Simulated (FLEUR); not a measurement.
# Collinear magnetic orders of GdBi with FLEUR, part 2 of 2

Aim: find out whether GdBi carries moments, and which collinear order costs least.

FLEUR MaX-R8.1; LDA (VWN) with U = 4.02 eV, J = 0.7 eV on Gd f; all-electron FLAPW, Dirac cores, scalar-relativistic bands.

So far, largest spin moment in the muffin-tin sphere (μB): step 2 (run 1 (ferro +)) 7.04.

## Step 3: Start 2: antiferro q=(0,1/2,1/2) +-

Another pattern of signs weighs the neighbour shells otherwise.

This order needs a doubled cell of 4 atoms. The mesh is halved along the doubled vector, so that both cells sample the same points. The k list default-1 (kpts.xml, not shown) is a Γ-centred 8×4×8 mesh.

The input, inp.xml:

```
<?xml version="1.0" encoding="UTF-8" standalone="no"?>
<fleurInput fleurInputVersion="0.39">
   <comment>
      GdBi
   </comment>
   <calculationSetup>
      <cutoffs Kmax="3.6" Gmax="10.8" GmaxXC="10.8" numbands="0"/>
      <scfLoop itmax="130" minDistance="0.0001" maxIterBroyd="15" imix="Anderson" alpha="0.05" precondParam="0.0" spinf="2.0" sdNocoIR="T"/>
      <coreElectrons ctail="T" frcor="F" kcrel="0" coretail_lmax="0"/>
      <xcFunctional name="vwn" relativisticCorrections="F"/>
      <magnetism jspins="2"/>
      <soc l_soc="F" theta="0.0" phi="0.0" spav="F"/>
      <expertModes spex="0" secvar="F"/>
      <geometryOptimization l_f="F" forcealpha="1.0" forcemix="BFGS" epsdisp="0.00001" epsforce="0.00001"/>
      <ldaU l_linMix="F" mixParam="0.05" spinf="1.0"/>
   </calculationSetup>
   <cell>
      <bzIntegration valenceElectrons="66.0" mode="hist" fermiSmearingEnergy="0.00293995">
         <kPointListSelection listName="default-1"/>
         <xi:include xmlns:xi="http://www.w3.org/2001/XInclude" href="kpts.xml"> </xi:include>
      </bzIntegration>
      <xi:include xmlns:xi="http://www.w3.org/2001/XInclude" href="sym.xml"> </xi:include>
      <bulkLattice scale="1.0">
         <bravaisMatrix>
            <row-1>    0.0000000000000000     6.0360663268281591     6.0360663268281591</row-1>
            <row-2>   12.0721326536563183     0.0000000000000000    12.0721326536563183</row-2>
            <row-3>   12.0721326536563183     6.0360663268281591     6.0360663268281591</row-3>
         </bravaisMatrix>
      </bulkLattice>
   </cell>
   <atomSpecies>
      <species name="Gadolinium7.001" element="Gd" atomicNumber="64">
         <mtSphere radius="2.8" gridPoints="925" logIncrement="0.014"/>
         <atomicCutoffs lmax="10" lnonsphr="8"/>
         <electronConfig flipSpins="F">
            <coreConfig>(1s1/2) (2s1/2) (2p1/2) (2p3/2) (3s1/2) (3p1/2) (3p3/2) (4s1/2) (3d3/2) (3d5/2) (4p1/2) (4p3/2) (4d3/2) (4d5/2)</coreConfig>
            <valenceConfig>(5s1/2) (5p1/2) (5p3/2) (6s1/2) (4f5/2) (4f7/2) (5d3/2) (5d5/2)</valenceConfig>
            <stateOccupation state="(4f5/2)" spinUp="2.5005" spinDown="0.4995"/>
            <stateOccupation state="(4f7/2)" spinUp="4.0" spinDown="0.0"/>
            <stateOccupation state="(5d3/2)" spinUp="0.4" spinDown="0.0"/>
            <stateOccupation state="(5d5/2)" spinUp="0.6" spinDown="0.0"/>
         </electronConfig>
         <energyParameters s="6" p="6" d="5" f="4"/>
         <ldaU l="3" U="4.02" J="0.7" l_amf="F"/>
         <lo type="SCLO" l="0" n="5" eDeriv="0"/>
         <lo type="SCLO" l="1" n="5" eDeriv="0"/>
      </species>
      <species name="Gadolinium-7.001" element="Gd" atomicNumber="64">
         <mtSphere radius="2.8" gridPoints="925" logIncrement="0.014"/>
         <atomicCutoffs lmax="10" lnonsphr="8"/>
         <electronConfig flipSpins="F">
            <coreConfig>(1s1/2) (2s1/2) (2p1/2) (2p3/2) (3s1/2) (3p1/2) (3p3/2) (4s1/2) (3d3/2) (3d5/2) (4p1/2) (4p3/2) (4d3/2) (4d5/2)</coreConfig>
            <valenceConfig>(5s1/2) (5p1/2) (5p3/2) (6s1/2) (4f5/2) (4f7/2) (5d3/2) (5d5/2)</valenceConfig>
            <stateOccupation state="(4f5/2)" spinUp="0.4995" spinDown="2.5005"/>
            <stateOccupation state="(4f7/2)" spinUp="0.0" spinDown="4.0"/>
            <stateOccupation state="(5d3/2)" spinUp="0.0" spinDown="0.4"/>
            <stateOccupation state="(5d5/2)" spinUp="0.0" spinDown="0.6"/>
         </electronConfig>
         <energyParameters s="6" p="6" d="5" f="4"/>
         <ldaU l="3" U="4.02" J="0.7" l_amf="F"/>
         <lo type="SCLO" l="0" n="5" eDeriv="0"/>
         <lo type="SCLO" l="1" n="5" eDeriv="0"/>
      </species>
      <species name="Bismuth (Bi)" element="Bi" atomicNumber="83">
         <mtSphere radius="2.8" gridPoints="925" logIncrement="0.015"/>
         <atomicCutoffs lmax="10" lnonsphr="8"/>
         <electronConfig flipSpins="F">
            <coreConfig>(1s1/2) (2s1/2) (2p1/2) (2p3/2) (3s1/2) (3p1/2) (3p3/2) (4s1/2) (3d3/2) (3d5/2) (4p1/2) (4p3/2) (5s1/2) (4d3/2) (4d5/2) (5p1/2) (5p3/2) (4f5/2) (4f7/2)</coreConfig>
            <valenceConfig>(6s1/2) (5d3/2) (5d5/2) (6p1/2) (6p3/2)</valenceConfig>
            <stateOccupation state="(6p1/2)" spinUp="0.500000" spinDown="0.500000"/>
            <stateOccupation state="(6p3/2)" spinUp="1.000000" spinDown="1.000000"/>
         </electronConfig>
         <energyParameters s="6" p="6" d="6" f="5"/>
         <lo type="SCLO" l="2" n="5" eDeriv="0"/>
      </species>
   </atomSpecies>
   <atomGroups>
      <atomGroup species="Gadolinium7.001">
         <relPos label="                   1">.0000000000 .0000000000 .0000000000</relPos>
         <force calculate="T" relaxXYZ="TTT"/>
      </atomGroup>
      <atomGroup species="Gadolinium-7.001">
         <relPos label="                   2">.0000000000 1.000/2.000 .0000000000</relPos>
         <force calculate="T" relaxXYZ="TTT"/>
      </atomGroup>
      <atomGroup species="Bismuth (Bi)">
         <relPos label="                   3">1.000/2.000 .0000000000 1.000/2.000</relPos>
         <force calculate="T" relaxXYZ="TTT"/>
      </atomGroup>
      <atomGroup species="Bismuth (Bi)">
         <relPos label="                   4">1.000/2.000 1.000/2.000 1.000/2.000</relPos>
         <force calculate="T" relaxXYZ="TTT"/>
      </atomGroup>
   </atomGroups>
   <output dos="F" band="F" slice="F">
      <bandDOS minEnergy="-.5*Htr" maxEnergy="0.5*Htr" sigma="0.015" storeEVData="T"/>
      <plotting iplot="0" polar="F">
         <plot TwoD="T" vec1="  1.0  0.0  0.0" vec2="  0.0  1.0  0.0" vec3="  0.0  0.0  1.0" zero="  0.0  0.0  0.0" file="plot"/>
      </plotting>
      <moessbauerParams electricFieldGradient="F" isomerShift="F" coreHyperfine="F" valenceHyperfine="F"/>
   </output>
</fleurInput>
```

The input, crystal.txt:

```
GdBi
&input film=F cartesian=F /
0.00000000000  3.19414874370  3.19414874370
6.38829748740  0.00000000000  6.38829748740
6.38829748740  3.19414874370  3.19414874370
1.8897261246
1.0 1.0 1.0

4
64 0.00000000000  0.00000000000  0.00000000000 : 7.001
64 0.00000000000  0.50000000000  0.00000000000 : -7.001
83 0.50000000000  0.00000000000  0.50000000000
83 0.50000000000  0.50000000000  0.50000000000

&kpt div1=8 div2=4 div3=8 gamma=T /
```

Run with:

```
> OMP_NUM_THREADS=1 inpgen -f crystal.txt > inpgen.log  # inp.xml is then edited as shown
> OMP_NUM_THREADS=1 mpirun -n 4 fleur_MPI > fleur.log
```

The program printed:

```text
[banner, memory and clock lines left out]
Welcome to FLEUR        (www.flapw.de)
      MaX-Release 8.1          (www.max-centre.eu)

 ========== k-point set info ==========
 Selected k-point list: default-1
 k-point list type: mesh
 0 x 0 x 0
 Number of k points: 80

 ------------Calculation Setup---------------------------
 Number of PE/node        :            4
 Number of OMP-threads    :            1
 k-points in parallel     :            4
 pe's per k-point         :            1
 No of k-point loops      :           20
 Eigenvalue solver        :       lapack
 Number of basis functions:          760
 Approximate size of matrices (H+S) per k-point:         0.009 GB
 Iteration:     1   Distance:      18.83892896 me/bohr^3
 Iteration:     2   Distance:      17.97216460 me/bohr^3
 Iteration:     3   Distance:       5.90669195 me/bohr^3
 Iteration:     4   Distance:       8.13202925 me/bohr^3
 Iteration:     5   Distance:       1.18382831 me/bohr^3
 Iteration:     6   Distance:       0.97137299 me/bohr^3
 Iteration:     7   Distance:       0.33211831 me/bohr^3
 Iteration:     8   Distance:       0.32605081 me/bohr^3
 Iteration:     9   Distance:       0.23566985 me/bohr^3
 Iteration:    10   Distance:       0.21263073 me/bohr^3
 Iteration:    11   Distance:       0.17010443 me/bohr^3
 Iteration:    12   Distance:       0.09998355 me/bohr^3
 Iteration:    13   Distance:       0.10169064 me/bohr^3
 Iteration:    14   Distance:       0.04052764 me/bohr^3
 Iteration:    15   Distance:       0.00243258 me/bohr^3
 Iteration:    16   Distance:       0.00234293 me/bohr^3
 Iteration:    17   Distance:       0.00127081 me/bohr^3
 Iteration:    18   Distance:       0.00017751 me/bohr^3
 Iteration:    19   Distance:       0.00007084 me/bohr^3

 ********************************************************************
 Run finished successfully
 Stop message:
   all done
 ********************************************************************

--- out.xml (last complete iteration) ---
<iteration numberForCurrentRun="   19" overallNumber="   19">
         [... left out ...]
         <bandgap value="0.0000000139" units="eV"/>
         <sumValenceSingleParticleEnergies value="-20.4525826873" units="Htr"/>
         <FermiEnergy value="0.2679866514" units="Htr"/>
         <valenceDensity>
            <mtCharges spin="1">
               <mtCharge atomType="1" total="11.4929877" s="1.0766351" p="2.9839846" d="0.4612367" f="6.9692948"/>
               <mtCharge atomType="2" total="4.4283097" s="1.0665234" p="2.9611235" d="0.3408311" f="0.0580139"/>
               <mtCharge atomType="3" total="6.7839940" s="0.7764610" p="1.0347463" d="4.9668250" f="0.0046687"/>
               <mtCharge atomType="4" total="6.7592205" s="0.7749817" p="1.0093043" d="4.9684790" f="0.0050343"/>
            </mtCharges>
            <mtCharges spin="2">
               <mtCharge atomType="1" total="4.4283097" s="1.0665234" p="2.9611235" d="0.3408311" f="0.0580139"/>
               <mtCharge atomType="2" total="11.4929877" s="1.0766351" p="2.9839846" d="0.4612367" f="6.9692948"/>
               <mtCharge atomType="3" total="6.7592205" s="0.7749817" p="1.0093043" d="4.9684790" f="0.0050343"/>
               <mtCharge atomType="4" total="6.7839940" s="0.7764610" p="1.0347463" d="4.9668250" f="0.0046687"/>
            </mtCharges>
            <spinDependentCharge spin="1" total="33.0000000" interstitial="3.5354881" mtSpheres="29.4645119"/>
            <spinDependentCharge spin="2" total="33.0000000" interstitial="3.5354881" mtSpheres="29.4645119"/>
            <totalCharge value="66.0000000000"/>
         </valenceDensity>
         [... left out ...]
         <magneticMomentsInMTSpheres units="muBohr">
            <globalMagMoment atomType="1" vec="0.00000   0.00000   7.06468"/>
            <localMagMoment atomType="1" vec="0.00000   0.00000   7.06468"/>
            <globalMagMoment atomType="2" vec="0.00000   0.00000  -7.06468"/>
            <localMagMoment atomType="2" vec="0.00000   0.00000  -7.06468"/>
            <globalMagMoment atomType="3" vec="0.00000   0.00000   0.02477"/>
            <localMagMoment atomType="3" vec="0.00000   0.00000   0.02477"/>
            <globalMagMoment atomType="4" vec="0.00000   0.00000  -0.02477"/>
            <localMagMoment atomType="4" vec="0.00000   0.00000  -0.02477"/>
         </magneticMomentsInMTSpheres>
         [... left out ...]
         <totalEnergy value="   -65686.3563515143" units="Htr">
            <sumOfEigenvalues value="   -40607.7708358566">
               <coreElectrons value="-40587.3182531693"/>
               <valenceElectrons value="-20.4525826873"/>
            </sumOfEigenvalues>
            <densityCoulombPotentialIntegral value="-113967.5073980852"/>
            <densityEffectivePotentialIntegral value="-115640.0759760450"/>
            <chargeDenXCDenIntegral value="-1260.0008085943"/>
            <FockExchangeEnergyValence value="0.0000000000"/>
            <FockExchangeEnergyCore value="0.0000000000"/>
         [... left out ...]
            <dftUCorrection value="-0.8466551608"/>
            <tkbTimesEntropy value="0.0005159660"/>
            <freeEnergy value="-65686.3568674803"/>
            <extrapolationTo0K value="-65686.3566094973"/>
         </totalEnergy>
         [... left out ...]
         <ldaUDensityMatrixConvergence>
            <distance spin="1" distance="0.000001"/>
            <distance spin="2" distance="0.000001"/>
         </ldaUDensityMatrixConvergence>
         <densityConvergence units="me/bohr^3">
            <chargeDensity spin="1" distance="0.0000471936"/>
            <chargeDensity spin="2" distance="0.0000471938"/>
            <overallChargeDensity distance="0.0000708382"/>
            <spinDensity distance="0.0000623774"/>
         </densityConvergence>
      </iteration>
```

It took 3.6 min on 4 MPI ranks of Arm Neoverse V2, shared host; peak memory 0.56 GiB; 14 min of CPU time.

Spin moment in the muffin-tin sphere by atom:

```
atom  spin moment in the muffin-tin sphere (μB)
 Gd1                                       7.06
 Gd2                                      -7.06
 Bi3                                       0.02
 Bi4                                      -0.02
```

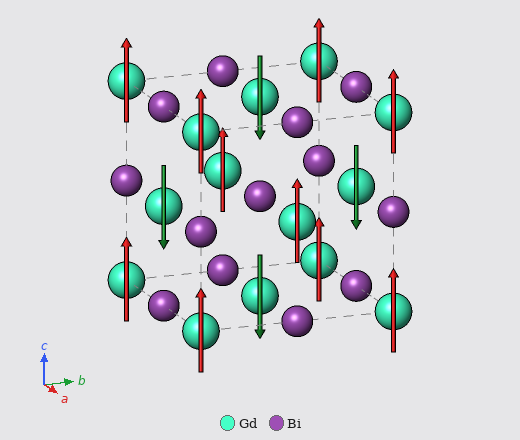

Spin moment in the muffin-tin sphere as arrows, the longest 7.06 μB. Up and down stand for the sign. Arrows give size and sign along the axis of quantisation, drawn up and down the page. The two directions have two colours. Some periodic images of atoms are drawn too.

Numbers from this step:

```
free energy                                                       : -1787416.8278 eV
program's band gap on this mesh (in a metal only a level spacing) : 1.39e-8 eV
magnetization                                                     : 0 μB
final state                                                       : antiferromagnetic
```

It lies 3.45 meV a seeded atom under the first start, and its largest moment is 7.06 μB against 7.04 μB.

## Step 4: Run 3 (antiferro q=(0,0,1/2) +-)

An opposed order shows whether neighbours prefer unlike signs.

The cell is doubled to 4 atoms to hold this order. The mesh is halved along the doubled vector, so that both cells sample the same points. The k list default-1 (kpts.xml, not shown) is a Γ-centred 8×8×4 mesh.

inp.xml, as its differences from that of step 3:

```diff
@@ -25,4 +25,4 @@
             <row-1>    0.0000000000000000     6.0360663268281591     6.0360663268281591</row-1>
-            <row-2>   12.0721326536563183     0.0000000000000000    12.0721326536563183</row-2>
-            <row-3>   12.0721326536563183     6.0360663268281591     6.0360663268281591</row-3>
+            <row-2>    6.0360663268281591     0.0000000000000000     6.0360663268281591</row-2>
+            <row-3>   12.0721326536563183    12.0721326536563183     0.0000000000000000</row-3>
          </bravaisMatrix>
@@ -82,3 +82,3 @@
       <atomGroup species="Gadolinium-7.001">
-         <relPos label="                   2">.0000000000 1.000/2.000 .0000000000</relPos>
+         <relPos label="                   2">.0000000000 .0000000000 1.000/2.000</relPos>
          <force calculate="T" relaxXYZ="TTT"/>
@@ -86,7 +86,4 @@
       <atomGroup species="Bismuth (Bi)">
-         <relPos label="                   3">1.000/2.000 .0000000000 1.000/2.000</relPos>
-         <force calculate="T" relaxXYZ="TTT"/>
-      </atomGroup>
-      <atomGroup species="Bismuth (Bi)">
-         <relPos label="                   4">1.000/2.000 1.000/2.000 1.000/2.000</relPos>
+         <relPos label="                   3">1.000/2.000 1.000/2.000 1.000/4.000</relPos>
+         <relPos label="                   4">1.000/2.000 1.000/2.000 -1.000/4.000</relPos>
          <force calculate="T" relaxXYZ="TTT"/>
```

The input, crystal.txt:

```
GdBi
&input film=F cartesian=F /
0.00000000000  3.19414874370  3.19414874370
3.19414874370  0.00000000000  3.19414874370
6.38829748740  6.38829748740  0.00000000000
1.8897261246
1.0 1.0 1.0

4
64 0.00000000000  0.00000000000  0.00000000000 : 7.001
64 0.00000000000  0.00000000000  0.50000000000 : -7.001
83 0.50000000000  0.50000000000  0.25000000000
83 0.50000000000  0.50000000000  0.75000000000

&kpt div1=8 div2=8 div3=4 gamma=T /
```

The program printed:

```text
[banner, memory and clock lines left out]
Welcome to FLEUR        (www.flapw.de)
      MaX-Release 8.1          (www.max-centre.eu)

 ========== k-point set info ==========
 Selected k-point list: default-1
 k-point list type: mesh
 0 x 0 x 0
 Number of k points: 80

 [... set-up left out ...]
 Iteration:     1   Distance:      18.89235373 me/bohr^3
 Iteration:     2   Distance:      18.02423920 me/bohr^3
 Iteration:     3   Distance:       5.90263218 me/bohr^3
 Iteration:     4   Distance:       8.04279982 me/bohr^3
 Iteration:     5   Distance:       1.17965133 me/bohr^3
[...]
[... left out ...]
            <freeEnergy value="-65686.3573254917"/>
            <extrapolationTo0K value="-65686.3570600173"/>
         </totalEnergy>
         [... left out ...]
         <ldaUDensityMatrixConvergence>
            <distance spin="1" distance="0.000002"/>
            <distance spin="2" distance="0.000002"/>
         </ldaUDensityMatrixConvergence>
         <densityConvergence units="me/bohr^3">
            <chargeDensity spin="1" distance="0.0000431657"/>
            <chargeDensity spin="2" distance="0.0000516715"/>
            <overallChargeDensity distance="0.0000636634"/>
            <spinDensity distance="0.0000708054"/>
         </densityConvergence>
      </iteration>
```

Wall time 3.5 min (4 MPI ranks); peak memory 0.56 GiB; 14 min of CPU time.

Spin moment in the muffin-tin sphere by atom:

```
atom  spin moment in the muffin-tin sphere (μB)
 Gd1                                       7.09
 Gd2                                      -7.09
 Bi3                                       0.00
 Bi4                                       0.00
```

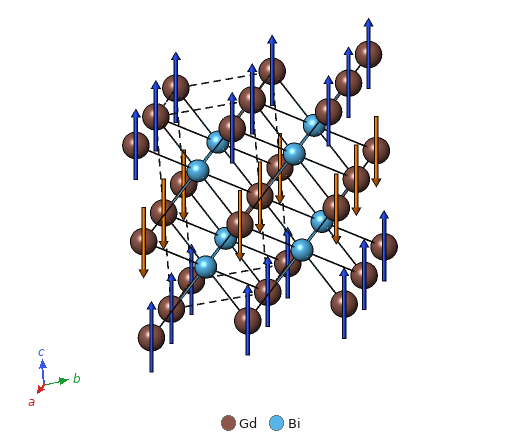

Spin moment in the muffin-tin sphere as arrows, the longest 7.09 μB. Up and down stand for the sign. Arrows give size and sign along the axis of quantisation, drawn up and down the page. The two directions have two colours. Bonds to atoms that aren't drawn are left out. 2×2×1 cells are drawn. Some periodic images of atoms are drawn too.

Read from the output:

* free energy: -1787416.8403 eV
* program's band gap on this mesh (in a metal only a level spacing): 6.94e-4 eV
* magnetization: 0 μB
* final state: antiferromagnetic

It lies 9.68 meV a seeded atom under the first start, and its largest moment is 7.09 μB against 7.04 μB.

## Step 5: The states side by side

Free energies are divided by the number of seeded atoms, so that cells of unlike size compare. Wavevectors q in the names are fractions of the primitive cell's reciprocal vectors.

Orders:

| start | final state | typed order kept | energy over the lowest (meV a seeded atom) | largest sphere moment (μB) | net moment (μB a primitive cell) | mesh matched | CPU time (s) |
| --- | --- | --- | --- | --- | --- | --- | --- |
| ferro + | ferromagnetic, with opposed induced moments | yes | 9.678 | 7.041 | 7.012 | yes | 80.99 |
| antiferro q=(0,1/2,1/2) +- | antiferromagnetic | yes | 6.232 | 7.065 | 0 | yes | 853.5 |
| antiferro q=(0,0,1/2) +- | antiferromagnetic | yes | 0 | 7.09 | 0 | yes | 832.5 |

## Step 6: Outcome

```
lowest state found       : antiferromagnetic (typed antiferro q=(0,0,1/2) +-)
largest site spin moment : 7.09 μB
next finished state      : antiferromagnetic, 6.23 meV a seeded atom higher
```

The lowest state found is antiferromagnetic, reached from the start antiferro q=(0,0,1/2) +-, with moments up to 7.09 μB. The next finished state costs 6.2 meV a seeded atom. Only 3 starts were tried; other patterns of signs, canted and longer-period orders were not. The f shell is half filled, so the spin-only picture is fair.

[Logs and program files are shortened in this print: banners, set-up blocks, solver, clock and traceback lines can be left out without a mark of their own.]

[Logs are printed without paths, hosts, clocks, repeated set-up lines and the standing remarks that a program may print on its own settings, such as how far it seeks lower states.]

[Hosts, paths, dates, database ids (printed as entryN), source tags and the programs' standing remarks are cut or masked in the printed files.]

[Where a cell is said to come from a database of computed structures, the database is the Materials Project.]
